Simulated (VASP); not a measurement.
# Janus MoSSe monolayer and its bilayer, part 2 of 9

Aim: relax Janus MoSSe monolayer, place its levels against the vacuum, then find how two sheets stack and bind.

VASP 6.6.1, plane waves and PAW; the level of theory is named at each step.

So far: The starting structure; Relaxing the monolayer.

### 2. Relaxing the monolayer (continued)

Level of this step: r2SCAN with rVV10, no spin polarisation; plane waves and PAW (Mo, S, Se) (VASP).

OUTCAR, selected parts (step 2):

```text
ion  position               nearest neighbor table
   1  0.333  0.667  0.500-   2 2.48   3 2.48   2 2.48   3 2.48   2 2.48   3 2.48
   2  0.667  0.333  0.427-   1 2.48   1 2.48   1 2.48
   3  0.667  0.333  0.573-   1 2.48   1 2.48   1 2.48

  LATTYP: Found a hexagonal cell.
 ALAT       =     3.2500000000
 C/A-ratio  =     6.7692307692

 Subroutine GETGRP returns: Found  6 space group operations
 (whereof  6 operations were pure point group operations)

The static configuration has the point symmetry C_3v.

 Found     19 irreducible k-points:

   k-points           NKPTS =     19   k-points in BZ     NKDIM =     19   number of bands    NBANDS=     15

   dimension x,y,z NGX =    16 NGY =   16 NGZ =  108
   dimension x,y,z NGXF=    32 NGYF=   32 NGZF=  216

   ENCUT  =  350.0 eV  25.72 Ry    5.07 a.u.   4.96  4.96 33.56*2*pi/ulx,y,z

   NELECT =      18.0000    total number of electrons

 k-points in reciprocal lattice and weights: Automatic mesh
   0.00000000  0.00000000  0.00000000       0.007
   0.08333333 -0.00000000  0.00000000       0.042
   0.16666667 -0.00000000  0.00000000       0.042
   0.25000000 -0.00000000  0.00000000       0.042
   0.33333333 -0.00000000  0.00000000       0.042
   0.41666667 -0.00000000  0.00000000       0.042
   0.50000000 -0.00000000  0.00000000       0.021
   0.08333333  0.08333333  0.00000000       0.042
   0.16666667  0.08333333  0.00000000       0.083
[...]
0.33333333  0.25000000  0.00000000       0.083
   0.33333333  0.33333333  0.00000000       0.014

 dipolmoment           0.000000      0.000000     -0.036601 electrons x Angstroem

 average (electrostatic) potential at core
       1 -50.6643       2 -96.9972       3 -65.2488

 E-fermi :  -2.6928

 k-point     1 :       0.0000    0.0000    0.0000
  band No.  band energies     occupation
    ...
      5      -5.4865      2.00000
      6      -4.8753      2.00000
      7      -4.1680      2.00000
      8      -4.1680      2.00000
      9      -2.8922      2.00000
     10       0.1502      0.00000
     11       0.1502      0.00000
     12       0.4719      0.00000
     13       0.4719      0.00000
     14       2.4629      0.00000
    ...

 k-point     2 :       0.0833   -0.0000    0.0000
  band No.  band energies     occupation
    ...
      5      -5.4027      2.00000
      6      -5.1283      2.00000
      7      -4.3110      2.00000
      8      -4.0538      2.00000
      9      -2.9321      2.00000
     10      -0.0164      0.00000
     11       0.0973      0.00000
     12       0.2280      0.00000
     13       0.4177      0.00000
     14       2.6276      0.00000
    ...

 k-point     3 :       0.1667   -0.0000    0.0000
  band No.  band energies     occupation
    ...
      5      -5.6944      2.00000
      6      -5.2490      2.00000
      7      -4.5620      2.00000
      8      -4.0717      2.00000
      9      -3.1446      2.00000
     10      -0.5383      0.00000
     11      -0.0812      0.00000
     12      -0.0405      0.00000
     13       0.7275      0.00000
     14       3.0376      0.00000
    ...

  Total        0.0034013      0.0034013     -0.0840565      0.0000000     -0.0000000      0.0000000
  in kB        0.0272974      0.0272974     -0.6746079      0.0000000     -0.0000000      0.0000000
  external PRESSURE =      -0.2066711 kB  Pullay stress =       0.0000000 kB

  energy-cutoff  :      350.00
  volume of cell :      199.63
      direct lattice vectors                 reciprocal lattice vectors
     3.236969350 -0.000000000  0.000000000     0.308930945  0.178361364  0.000000000
    -1.618484675  2.803297688  0.000000000     0.000000000  0.356722728  0.000000000
     0.000000000  0.000000000 22.000000000     0.000000000  0.000000000  0.045454545

 POSITION                                       TOTAL-FORCE (eV/Angst)
 -----------------------------------------------------------------------------------
     -0.00000      1.86887     10.94467        -0.000000      0.000000     -0.006341
      1.61848      0.93443      9.41740        -0.000000      0.000000      0.012166
      1.61848      0.93443     12.63793         0.000000     -0.000000     -0.005825
 -----------------------------------------------------------------------------------
    total drift:                               -0.000002      0.000009     -0.002058

  FREE ENERGIE OF THE ION-ELECTRON SYSTEM (eV)
  ---------------------------------------------------
  free  energy   TOTEN  =       -50.3210567045 eV

  energy  without entropy=      -50.3210567045  energy(sigma->0) =      -50.32105670

 reached required accuracy - stopping structural energy minimisation

 vacuum level on the upper side and lower side of the slab         2.660         3.405

 total charge
# of ion       s       p       d       tot
------------------------------------------
    1        0.400   0.567   4.389   5.356
    2        1.352   2.352   0.000   3.704
    3        1.479   2.378   0.064   3.921
--------------------------------------------------
tot          3.231   5.296   4.453  12.980

[... 3 further parts left out ...]
```

CONTCAR:

```
MoSeS
   1.00000000000000
     3.2369693495627203   -0.0000000000000000    0.0000000000000000
    -1.6184846747813602    2.8032976879934739    0.0000000000000000
     0.0000000000000000    0.0000000000000000   22.0000000000000000
  Mo              S               Se
     1     1     1
Direct
     0.3333333332999970    0.6666666667000030    0.4974849632771373
     0.6666666667000030    0.3333333332999970    0.4280636568464276
     0.6666666667000030    0.3333333332999970    0.5744513798764350
```

This run has no spin polarisation, although Mo can carry a moment. The gap is read on the k-mesh alone, so it is an upper bound where the band edges lie off the mesh. The PAW data sets were made with PBE, which is usual practice but a small mismatch for other functionals. The data set Mo keeps the semicore shell frozen, which is cheaper and a little less accurate. The run keeps the 6 symmetry operations of its start, so it cannot find a distortion of lower symmetry.

Relaxation path:

```csv
step,energy less that of the first step (eV),largest force (eV/Å),pressure (GPa),volume (Å³)
1,0.0000,2.4292,-0.27,201.24
2,-0.0556,1.6773,0.04,199.58
3,-0.1034,0.0943,-0.21,200.25
4,-0.1038,0.0363,0.09,199.16
5,-0.1040,0.0195,-0.01,199.55
6,-0.1040,0.0214,-0.02,199.56
7,-0.1040,0.0229,-0.02,199.58
8,-0.1040,0.0122,-0.02,199.63
```

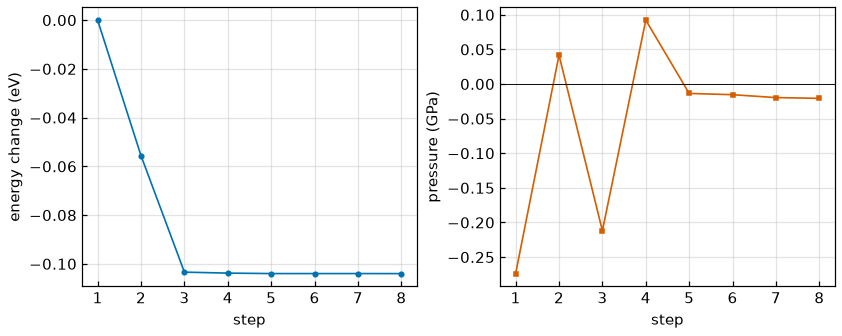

Energy and pressure along the relaxation.

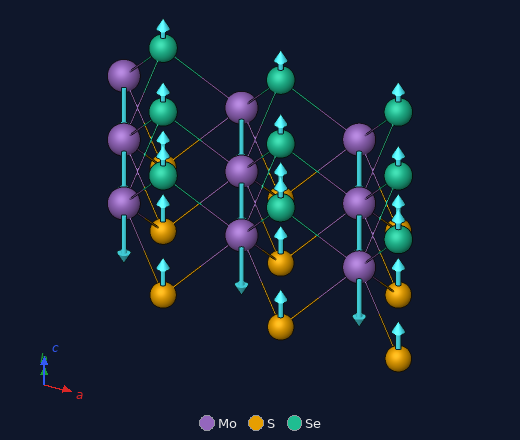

Displacements in the relaxation, exaggerated, measured against the changing cell; the longest in the cell stands for 0.06 Å. 3×3×1 cells are drawn.

| cell as run | before | after | change |
| --- | --- | --- | --- |
| a (Å) | 3.250 | 3.237 | -0.4 % |
| b (Å) | 3.250 | 3.237 | -0.4 % |

The atoms that moved most (Å, along periodic axes as changes of fractional coordinates times the final cell, across vacuum about the mean position):

```csv
atom,dx,dy,dz,length
Mo1,0.000,0.000,-0.055,0.055
S2,0.000,0.000,0.032,0.032
Se3,0.000,0.000,0.023,0.023
```

The relaxed structure:

```cif
data_structure
_symmetry_space_group_name_H-M 'P 1'
_symmetry_Int_Tables_number 1
_cell_length_a 3.2370
_cell_length_b 3.2370
_cell_length_c 22.0000
_cell_angle_alpha 90.000
_cell_angle_beta 90.000
_cell_angle_gamma 120.000
_cell_volume 199.63
loop_
_atom_site_label
_atom_site_type_symbol
_atom_site_fract_x
_atom_site_fract_y
_atom_site_fract_z
_atom_site_occupancy
Mo1 Mo 0.33333 0.66667 0.49748 1
S2 S 0.66667 0.33333 0.42806 1
Se3 Se 0.66667 0.33333 0.57445 1
```

Numbers from this step:

- electronic cycles: 71
- electrons: 18
- free energy (TOTEN): -50.3211 eV
- Fermi energy: -2.693 eV
- metallic: no
- dipole moment: 0, 0, -0.03660 e·Å
- gap on the k-mesh: 1.693 eV
- least direct gap on the k-mesh: 1.693 eV

The run ended after 8 ionic steps, 0.104 eV below its first step, once forces and stress met EDIFFG = -0.015.

VASP counts the dipole in electrons times Å, so a positive number points the physical dipole along −c.

### 3. A second relaxation

The plane waves were chosen for the start cell, so the relaxation is repeated from its end.

Input file INCAR:

```
SYSTEM = MoSeS
PREC = Normal
ENCUT = 350
EDIFF = 1E-06
NELM = 120
ISMEAR = 0
SIGMA = 0.03
LREAL = .FALSE.
ALGO = Normal
METAGGA = R2SCAN
LUSE_VDW = .TRUE.
IVDW_NL = 2
BPARAM = 11.95
CPARAM = 0.0093
LASPH = .TRUE.
NBANDS = 15
LORBIT = 11
LWAVE = .FALSE.
LCHARG = .FALSE.
KPAR = 4
IBRION = 2
NSW = 30
ISIF = 3
EDIFFG = -0.015
POTIM = 0.4
IDIPOL = 3
LDIPOL = .TRUE.
DIPOL = 0.5 0.5 0.5
LATTICE_CONSTRAINTS = .TRUE. .TRUE. .FALSE.
```

Input file POSCAR:

```
MoSeS
1.0
    3.2369693496      0.0000000000      0.0000000000
   -1.6184846748      2.8032976880      0.0000000000
    0.0000000000      0.0000000000     22.0000000000
Mo S Se
1 1 1
Direct
    0.3333333333      0.6666666667      0.4974849633
    0.6666666667      0.3333333333      0.4280636568
    0.6666666667      0.3333333333      0.5744513799
```

Input file KPOINTS:

```
Automatic mesh
0
Gamma
12 12 1
0 0 0
```

PAW data sets: Mo, S and Se (PBE family, release 64).

On the command line:

```console
$ mpirun -np 4 vasp_std
```

The log of the run:

```text
[banner, memory and clock lines left out]
running    4 mpi-ranks, on    1 nodes
 distrk:  each k-point on    1 cores,    4 groups
 distr:  one band on    1 cores,    1 groups

 POSCAR found type information on POSCAR MoS Se
 POSCAR found :  3 types and       3 ions
 [... a notice as in an earlier step ...]

 [... a notice as in an earlier step ...]

 LDA part: xc-table for (None), standard interpolation
 POSCAR, INCAR and KPOINTS ok, starting setup
 FFT: planning ... GRIDC
 FFT: planning ... GRID_SOFT
 FFT: planning ... GRID
 WAVECAR not read
 entering main loop
       N       E                     dE             d eps       ncg     rms          rms(c)
Total rVV10 correction in eV:      0.5647501    25.1424134
Total rVV10 correction in eV:      0.5647501    25.1424134
Total rVV10 correction in eV:      0.5647501    25.1424134
Total rVV10 correction in eV:      0.5647501    25.1424134
DAV:   1     0.810870331992E+02    0.81087E+02   -0.51289E+03   570   0.653E+02
DAV:   2    -0.431970268099E+02   -0.12428E+03   -0.11776E+03   950   0.156E+02
DAV:   3    -0.541890752926E+02   -0.10992E+02   -0.10868E+02   780   0.584E+01
DAV:   4    -0.543701678934E+02   -0.18109E+00   -0.18073E+00   675   0.902E+00
DAV:   5    -0.543744230707E+02   -0.42552E-02   -0.42546E-02   773   0.131E+00    0.229E+01
Total rVV10 correction in eV:      0.5640241    25.1433012
Total rVV10 correction in eV:      0.5640241    25.1433012
Total rVV10 correction in eV:      0.5640241    25.1433012
Total rVV10 correction in eV:      0.5640241    25.1433012
DAV:   6    -0.507440187195E+02    0.36304E+01   -0.62783E+00   717   0.194E+01    0.845E+00
Total rVV10 correction in eV:      0.5584819    25.1454845
Total rVV10 correction in eV:      0.5584819    25.1454845
Total rVV10 correction in eV:      0.5584819    25.1454845
Total rVV10 correction in eV:      0.5584819    25.1454845
DAV:   7    -0.505232486994E+02    0.22077E+00   -0.30629E+00   759   0.163E+01    0.727E+00
Total rVV10 correction in eV:      0.5596835    25.1448634
Total rVV10 correction in eV:      0.5596835    25.1448634
Total rVV10 correction in eV:      0.5596835    25.1448634
Total rVV10 correction in eV:      0.5596835    25.1448634
DAV:   8    -0.503044687374E+02    0.21878E+00   -0.39714E-01   696   0.607E+00    0.105E+00
Total rVV10 correction in eV:      0.5610261    25.1449831
Total rVV10 correction in eV:      0.5610261    25.1449831
Total rVV10 correction in eV:      0.5610261    25.1449831
Total rVV10 correction in eV:      0.5610261    25.1449831
DAV:   9    -0.503173953182E+02   -0.12927E-01   -0.55397E-02   738   0.191E+00    0.289E-01
Total rVV10 correction in eV:      0.5624106    25.1448666
Total rVV10 correction in eV:      0.5624106    25.1448666
Total rVV10 correction in eV:      0.5624106    25.1448666
Total rVV10 correction in eV:      0.5624106    25.1448666
DAV:  10    -0.503175717462E+02   -0.17643E-03   -0.41557E-03   675   0.564E-01    0.177E-01
Total rVV10 correction in eV:      0.5637944    25.1446821
Total rVV10 correction in eV:      0.5637944    25.1446821
Total rVV10 correction in eV:      0.5637944    25.1446821
Total rVV10 correction in eV:      0.5637944    25.1446821
DAV:  11    -0.503182744720E+02   -0.70273E-03   -0.16537E-03   696   0.272E-01    0.969E-02
Total rVV10 correction in eV:      0.5640485    25.1445087
Total rVV10 correction in eV:      0.5640485    25.1445087
Total rVV10 correction in eV:      0.5640485    25.1445087
Total rVV10 correction in eV:      0.5640485    25.1445087
DAV:  12    -0.503185608342E+02   -0.28636E-03   -0.20446E-04   724   0.108E-01    0.689E-02
Total rVV10 correction in eV:      0.5649830    25.1441214
Total rVV10 correction in eV:      0.5649830    25.1441214
Total rVV10 correction in eV:      0.5649830    25.1441214
Total rVV10 correction in eV:      0.5649830    25.1441214
DAV:  13    -0.503192588100E+02   -0.69798E-03   -0.36652E-04   626   0.125E-01    0.277E-02
Total rVV10 correction in eV:      0.5654395    25.1438641
Total rVV10 correction in eV:      0.5654395    25.1438641
Total rVV10 correction in eV:      0.5654395    25.1438641
Total rVV10 correction in eV:      0.5654395    25.1438641
DAV:  14    -0.503195393058E+02   -0.28050E-03   -0.78423E-05   689   0.586E-02    0.205E-02
Total rVV10 correction in eV:      0.5662710    25.1432534
Total rVV10 correction in eV:      0.5662710    25.1432534
Total rVV10 correction in eV:      0.5662710    25.1432534
Total rVV10 correction in eV:      0.5662710    25.1432534
DAV:  15    -0.503201238623E+02   -0.58456E-03   -0.21120E-04   598   0.877E-02    0.111E-02
Total rVV10 correction in eV:      0.5666284    25.1429375
Total rVV10 correction in eV:      0.5666284    25.1429375
Total rVV10 correction in eV:      0.5666284    25.1429375
Total rVV10 correction in eV:      0.5666284    25.1429375
DAV:  16    -0.503203351681E+02   -0.21131E-03   -0.49550E-05   640   0.420E-02    0.584E-03
Total rVV10 correction in eV:      0.5668658    25.1426259
Total rVV10 correction in eV:      0.5668658    25.1426259
Total rVV10 correction in eV:      0.5668658    25.1426259
Total rVV10 correction in eV:      0.5668658    25.1426259
DAV:  17    -0.503205277844E+02   -0.19262E-03   -0.71774E-05   577   0.504E-02    0.334E-03
Total rVV10 correction in eV:      0.5668907    25.1425470
Total rVV10 correction in eV:      0.5668907    25.1425470
Total rVV10 correction in eV:      0.5668907    25.1425470
Total rVV10 correction in eV:      0.5668907    25.1425470
DAV:  18    -0.503205832462E+02   -0.55462E-04   -0.14684E-05   724   0.224E-02    0.275E-03
Total rVV10 correction in eV:      0.5669053    25.1424688
Total rVV10 correction in eV:      0.5669053    25.1424688
Total rVV10 correction in eV:      0.5669053    25.1424688
Total rVV10 correction in eV:      0.5669053    25.1424688
DAV:  19    -0.503206274107E+02   -0.44164E-04   -0.11192E-05   652   0.185E-02    0.782E-04
Total rVV10 correction in eV:      0.5669040    25.1424226
Total rVV10 correction in eV:      0.5669040    25.1424226
Total rVV10 correction in eV:      0.5669040    25.1424226
Total rVV10 correction in eV:      0.5669040    25.1424226
DAV:  20    -0.503206493624E+02   -0.21952E-04   -0.59532E-06   671   0.125E-02    0.798E-04
Total rVV10 correction in eV:      0.5669024    25.1424183
Total rVV10 correction in eV:      0.5669024    25.1424183
Total rVV10 correction in eV:      0.5669024    25.1424183
Total rVV10 correction in eV:      0.5669024    25.1424183
DAV:  21    -0.503206519251E+02   -0.25627E-05   -0.29313E-07   636   0.525E-03    0.502E-04
Total rVV10 correction in eV:      0.5669009    25.1424134
Total rVV10 correction in eV:      0.5669009    25.1424134
Total rVV10 correction in eV:      0.5669009    25.1424134
Total rVV10 correction in eV:      0.5669009    25.1424134
DAV:  22    -0.503206547881E+02   -0.28630E-05   -0.43645E-07   541   0.556E-03    0.170E-04
Total rVV10 correction in eV:      0.5669006    25.1424136
Total rVV10 correction in eV:      0.5669006    25.1424136
Total rVV10 correction in eV:      0.5669006    25.1424136
Total rVV10 correction in eV:      0.5669006    25.1424136
DAV:  23    -0.503206547743E+02    0.13767E-07   -0.75127E-08   614   0.280E-03
Total rVV10 correction in eV:      0.5668992    25.1424162
Total rVV10 correction in eV:      0.5668992    25.1424162
Total rVV10 correction in eV:      0.5668992    25.1424162
Total rVV10 correction in eV:      0.5668992    25.1424162
Total rVV10 correction in eV:      0.5668998    25.1424147
Total rVV10 correction in eV:      0.5668998    25.1424147
Total rVV10 correction in eV:      0.5668998    25.1424147
Total rVV10 correction in eV:      0.5668998    25.1424147
   1 F= -.50320655E+02 E0= -.50320655E+02  d E =-.503207E+02
 curvature:   0.00 expect dE= 0.000E+00 dE for cont linesearch  0.000E+00
 trial: gam= 0.00000 g(F)=  0.868E-05 g(S)=  0.179E-08 ort = 0.000E+00 (trialstep = 0.100E+01)
 search vector abs. value=  0.868E-05
 reached required accuracy - stopping structural energy minimisation
```

It took 1.9 min on 4 MPI ranks of Intel Xeon Platinum 8488C (Sapphire Rapids), shared host; peak memory 1.2 GiB.

From OUTCAR (step 3):

```text
  LATTYP: Found a hexagonal cell.
 ALAT       =     3.2369693496
 C/A-ratio  =     6.7964807893

The static configuration has the point symmetry C_3v.

 Found     19 irreducible k-points:

   ENCUT  =  350.0 eV  25.72 Ry    5.07 a.u.   4.94  4.94 33.56*2*pi/ulx,y,z

   NELECT =      18.0000    total number of electrons

 dipolmoment           0.000000      0.000000     -0.036556 electrons x Angstroem

 E-fermi :  -2.6933

 k-point     1 :       0.0000    0.0000    0.0000
  band No.  band energies     occupation
    ...
      5      -5.4870      2.00000
      6      -4.8758      2.00000
      7      -4.1686      2.00000
      8      -4.1686      2.00000
      9      -2.8928      2.00000
     10       0.1497      0.00000
     11       0.1497      0.00000
     12       0.4713      0.00000
     13       0.4713      0.00000
     14       2.4580      0.00000
    ...

 k-point     2 :       0.0833    0.0000    0.0000
  band No.  band energies     occupation
    ...
      5      -5.4033      2.00000
      6      -5.1288      2.00000
      7      -4.3117      2.00000
      8      -4.0543      2.00000
      9      -2.9327      2.00000
     10      -0.0169      0.00000
     11       0.0968      0.00000
     12       0.2274      0.00000
     13       0.4171      0.00000
     14       2.6220      0.00000
    ...

  Total       -0.0002639     -0.0002639     -0.0838823      0.0000000      0.0000000      0.0000000
  in kB       -0.0021184     -0.0021184     -0.6732097      0.0000000      0.0000000      0.0000000
  external PRESSURE =      -0.2258155 kB  Pullay stress =       0.0000000 kB

  energy-cutoff  :      350.00
  volume of cell :      199.63
      direct lattice vectors                 reciprocal lattice vectors
     3.236969350  0.000000000  0.000000000     0.308930945  0.178361364  0.000000000
    -1.618484675  2.803297688  0.000000000     0.000000000  0.356722728  0.000000000
     0.000000000  0.000000000 22.000000000     0.000000000  0.000000000  0.045454545

 POSITION                                       TOTAL-FORCE (eV/Angst)
 -----------------------------------------------------------------------------------
     -0.00000      1.86887     10.94467        -0.000000     -0.000000     -0.006382
      1.61848      0.93443      9.41740         0.000000      0.000000      0.012241
      1.61848      0.93443     12.63793         0.000000      0.000000     -0.005859
 -----------------------------------------------------------------------------------
    total drift:                               -0.000003      0.000013     -0.002095

  FREE ENERGIE OF THE ION-ELECTRON SYSTEM (eV)
  ---------------------------------------------------
  free  energy   TOTEN  =       -50.3206547743 eV

  energy  without entropy=      -50.3206547743  energy(sigma->0) =      -50.32065477

 vacuum level on the upper side and lower side of the slab         2.643         3.394

 total charge
# of ion       s       p       d       tot
------------------------------------------
    1        0.400   0.567   4.389   5.356
    2        1.352   2.352   0.000   3.704
    3        1.479   2.378   0.064   3.920
--------------------------------------------------
tot          3.231   5.296   4.453  12.981

[... 4 parts as in an earlier step ...]

[... 7 further parts left out ...]
```

Little changed from the start: no atom moved by 0.005 Å and no cell edge by 0.1 %.

This step gave:

```yaml
electronic_cycles: 23
free_energy_toten: -50.3207 eV
dipole_moment: 0, 0, -0.03656 e·Å
```

The start already met the threshold, so nothing moved.

[end of part 2 of 9]

[Lines on the potential files, build, host, timing and source positions are cut from VASP's logs without a mark.]

[Logs are printed without paths, hosts, clocks, repeated set-up lines and the standing remarks that a program may print on its own settings, such as how far it seeks lower states.]

[Hosts, paths, dates, database ids (printed as entryN), source tags and the programs' standing remarks are cut or masked in the printed files.]

[Runs that stopped without an error message from VASP are left out.]
